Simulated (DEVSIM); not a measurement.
Device: Al/SiON/n-GaAs capacitor, at 400 K.

```tsv
layer (left to right)	material	thickness (nm)	Nd (cm⁻³)
1	SiON	0.880	-
2	GaAs	8100	6.4e15
```

Metal gate on the left, work function 4.1 eV. Fixed charge at the semiconductor interface 6.8e11 cm⁻² (in units of +e); no interface traps.

The device is made up for the run: typed textbook-type constants, with dimensions and the other settings drawn at random. Values at 300 K; Nc and Nv go as T^1.5, mobilities as T to minus their exponent, the gap by Varshni's rule with the affinity fixed.

```tsv
parameter	SiON	GaAs
gap (eV)	7	1.424
affinity (eV)	1.4	4.07
permittivity	5.5	12.9
Nc (cm⁻³)	-	4.7e17
Nv (cm⁻³)	-	9e18
Varshni α (eV/K)	-	0.000541
Varshni β (K)	-	204
```

Model (solved in DEVSIM): 1D Poisson equation in equilibrium, Boltzmann statistics, complete ionisation; no quantum confinement or tunnelling. Metal contacts follow the ideal Schottky-Mott rule: no Fermi-level pinning, no interface dipoles.

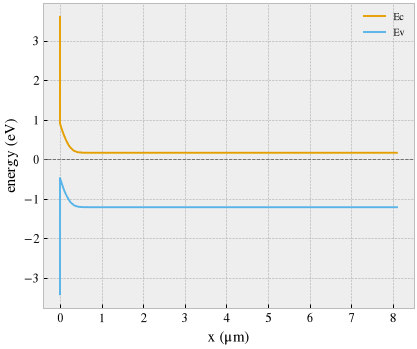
Figure. Band edges at -0.9 V on the gate

Energies count from the Fermi level of the right contact; mesh points crowd at the junctions.

```csv
x (μm),Ec (eV),Ev (eV),n (cm⁻³),p (cm⁻³),field (V/cm)
0.000,3.600,-3.400,< 1e2,< 1e2,-310000
0.0005232,3.584,-3.416,< 1e2,< 1e2,-310000
0.001294,0.902,-0.476,3200000,1.4e13,-36000
0.003152,0.895,-0.482,3800000,1.2e13,-35000
0.009207,0.874,-0.504,7100000,6.3e12,-35000
0.01972,0.838,-0.540,2.0e7,2.2e12,-34000
0.04332,0.760,-0.617,1.9e8,2.3e11,-32000
0.1202,0.542,-0.835,1.1e11,4.2e8,-25000
0.2538,0.290,-1.087,1.6e14,280000,-13000
0.5536,0.165,-1.212,6.1e15,7300,-290
1.167,0.163,-1.214,6.4e15,6900,≈ 0
3.227,0.163,-1.214,6.4e15,6900,≈ 0
5.747,0.163,-1.214,6.4e15,6900,≈ 0
6.984,0.163,-1.214,6.4e15,6900,≈ 0
7.698,0.163,-1.214,6.4e15,6900,≈ 0
7.917,0.163,-1.214,6.4e15,6900,≈ 0
8.014,0.163,-1.214,6.4e15,6900,≈ 0
8.062,0.163,-1.214,6.4e15,6900,≈ 0
8.087,0.163,-1.214,6.4e15,6900,≈ 0
8.095,0.163,-1.214,6.4e15,6900,≈ 0
8.099,0.163,-1.214,6.4e15,6900,≈ 0
8.101,0.163,-1.214,6.4e15,6900,≈ 0
```
